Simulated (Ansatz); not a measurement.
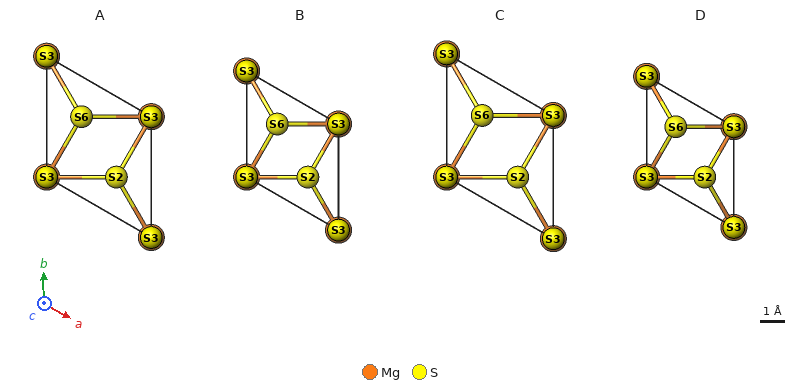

4 geometries from one relaxation of a crystal of MgS5 (a generated structure, set up in P6/mmm), in shuffled order. The picture is a ball-and-stick view of the cell of the calculation, seen along the c axis.

Method: DFT PBE, scalar-relativistic, plane waves, PAW (Ansatz). Set-up: plane-wave cutoff 420 eV; k-point mesh 12 × 12 × 6; occupations gaussian; smearing width 0.1 eV; no spin polarisation; cell and atoms relaxed; force threshold 0.01 eV/Å; at most 80 steps.

Put them in the order of the run, from the start to the converged end.

Answer. D, B, A, C. They are steps 0, 5, 8, 17, at +518 meV per atom, +227 meV per atom, +54.8 meV per atom relative to the last. The energy falls by 518 meV per atom in 15 accepted moves (17 points after the start). The largest force component goes from 0.0011 to 0.0018 eV/Å. Pressure: −0.13 GPa at the start and −0.01 GPa at the end. At 2 points the geometry stayed and the basis and grid were re-selected for the new cell (energy shift of 7.7 meV per atom at most each time). The largest moves relative to the cell, 0.22 Å, are those of S atoms. Mg stays in place. Cell: a = b 4.365 → 5.339 Å (+22.3 %), c 6.371 → 4.930 Å (−22.6 %). Volume +15.8 %. Among the contacts that change: S–S 3.074 → 1.941 Å, Mg–S 3.185 → 2.465 Å, S–S 2.520 → 3.082 Å, Mg–S 2.952 → 3.232 Å. New bonds form, among them: S–S (3.07 → 1.94 Å). The space group stays P6/mmm (No. 191).

Limits of the set-up: layers or molecules are held without a dispersion correction, so their spacing is unreliable.
